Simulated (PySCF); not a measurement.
Input file:

```
{"job": {"kind": "uv", "xc": "B3LYP", "basis": "def2-SVPD", "nstates": 8, "ntriplets": 3}, "charge": 0, "multiplicity": 1}
C     -2.298129    -0.680479    -0.044150
B     -0.784503    -0.198320    -0.007854
C      0.398555    -1.142743    -0.514159
Si     2.081758    -0.266006    -0.304992
Si     1.204990     1.681619     0.557830
N     -0.437759     1.071435     0.471573
H     -2.599452    -0.955256    -1.054048
H     -2.998575     0.073313     0.311867
H     -2.439707    -1.570428     0.567783
H      0.231109    -1.420383    -1.556535
H      0.380350    -2.087983     0.031126
H      2.975674    -1.024693     0.586020
H      2.787374    -0.143232    -1.591642
H      1.437604     2.062956     1.960279
H      1.231352     2.931636    -0.218113
H     -1.178239     1.677510     0.793605
```

Command:

```sh
OMP_NUM_THREADS=1 python probes_run.py task.json out
```

Geometry: GFN2-xTB.

Theory: B3LYP/def2-SVPD, SCF density, gas phase (PySCF).

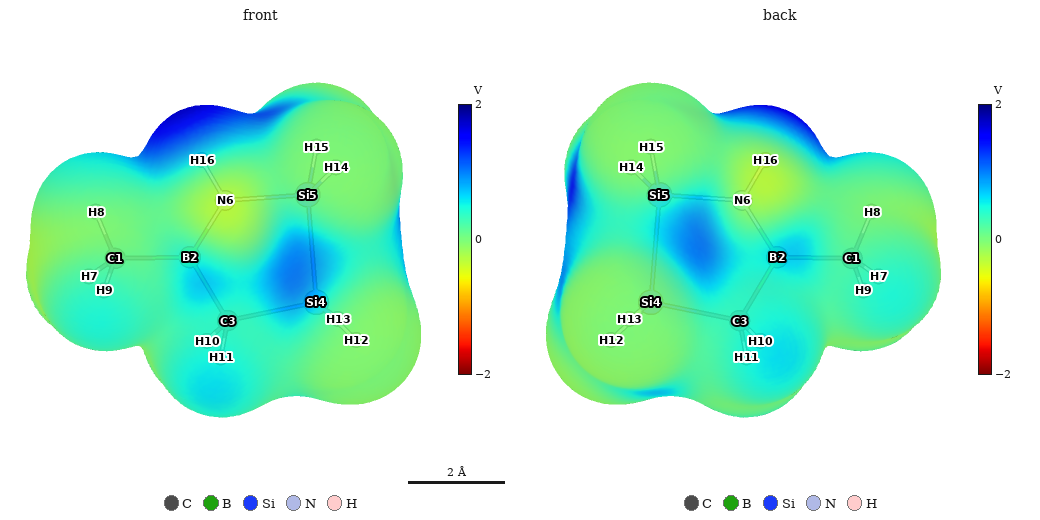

C₂H₁₀BNSi₂. The electrostatic potential painted on the density surface at 0.002 e/bohr³, seen from the front and from behind; red is negative and blue positive.

Question: Describe the electrostatic potential map.

Answer: The most negative region (about −0.3 V, or −7 kcal/mol for a unit charge) lies over N6, the most positive (about +1.6 V, or +37 kcal/mol for a unit charge) over H16.
